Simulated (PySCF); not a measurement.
Consider C₃H₅O₂S₂Si (SMILES O=CO[Si]1SCCS1) (doublet).

Input

```
{"job": {"kind": "epr", "basis": "pcH-1"}, "charge": 0, "multiplicity": 2}
O      3.286379    -1.632732     0.850981
C      3.236945    -0.815409    -0.014524
O      2.131057    -0.301715    -0.493645
Si     0.643430    -0.760683     0.108530
S     -0.699648    -0.632206    -1.570655
C     -2.033638    -0.077624    -0.462405
C     -1.606933     1.130128     0.341873
S     -0.131038     0.813970     1.374678
H      4.117156    -0.389632    -0.521516
H     -2.309379    -0.911286     0.182856
H     -2.878079     0.179766    -1.101160
H     -2.400926     1.436123     1.022446
H     -1.359714     1.961786    -0.318931
```

Command:

```sh
OMP_NUM_THREADS=1 python probes_run.py task.json out
```

Geometry: GFN2-xTB.

Theory: PySCF, UKS B3LYP, pcH-1 on C H O S Si, non-relativistic, mean-field spin-orbit, GIAO.

**What can the converged electron density, electron localisation function and spin density tell about the bonding?**

C–O (1.19 Å): the density is about 3.3 e/Å³ at the midpoint; the ELF peaks at about 0.85 between the atoms: a multiple bond.
Si–O (1.67 Å): ρ is about 1.1 e/Å³ halfway; the ELF peaks at about 0.90 between the atoms; a polar covalent bond.
C–H (1.10 Å): ρ is about 2 e/Å³ halfway; the ELF climbs to about 1 towards the hydrogen, as it does in any bond to H (a covalent bond by its length).
The unpaired spin (1 electron) lies mostly on Si4 (about 0.6), S8 (about 0.1) and S5 (about 0.1), in electrons by Hirshfeld's partition.

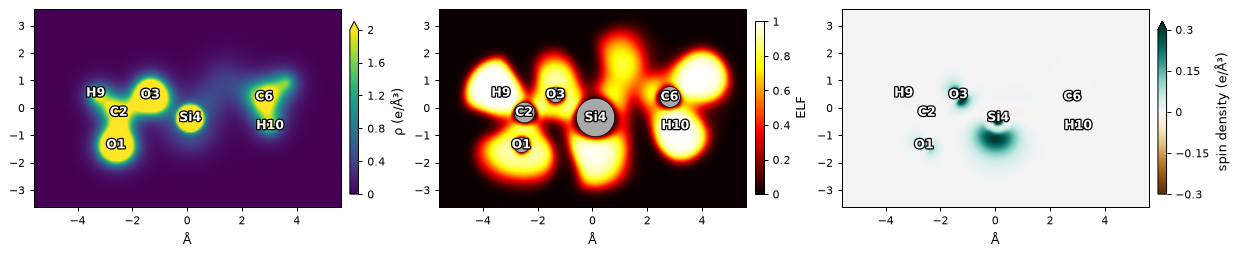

Computed electron density, electron localisation function and spin density on the plane of atoms O3, C2 and H9, in this order. Grey discs cover the atomic cores in the ELF map. 
